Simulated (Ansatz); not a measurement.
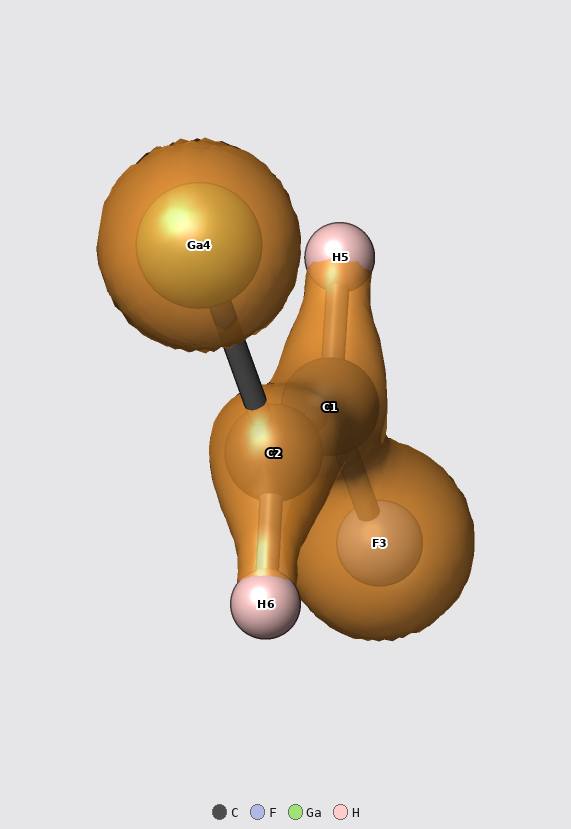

C2H2FGa (SMILES F[CH][CH+][Ga]) (charge +1, doublet). Isosurface of the electron density at 1.5 e/Å³ (orange), seen at an oblique angle.

Geometry: PBE0-D3(BJ)/def2-SVP.

Theory: isolated molecule in a Gaussian basis; Kohn-Sham density functional theory, functional PBE0 (Ansatz 0.2.0).

```xyz
6

C    -0.3631   -1.4542    0.1963
C    -1.5867   -0.9614    0.4549
F    -0.1997   -2.4097   -0.6632
Ga   -1.8175    0.4811    1.7545
H     0.5782   -1.1248    0.6542
H    -2.5095   -1.3154   -0.0229
```

Question: What does this surface tell about the bonding?

Answer: At this value the surface falls into two separate pieces. It bridges the sampled C–F (1.30 Å), C–C (1.34 Å) and C–H (1.10 Å) contacts, where the density stays above the isovalue. It is pinched off along the sampled C–Ga (1.96 Å) contacts. On the grid the lowest density along these lines, outside the cores, is 2 e/Å³ (C–F, 1.30 Å), 2.3 e/Å³ (C–C, 1.34 Å), 0.74 e/Å³ (C–Ga, 1.96 Å) and 1.9 e/Å³ (C–H, 1.10 Å).
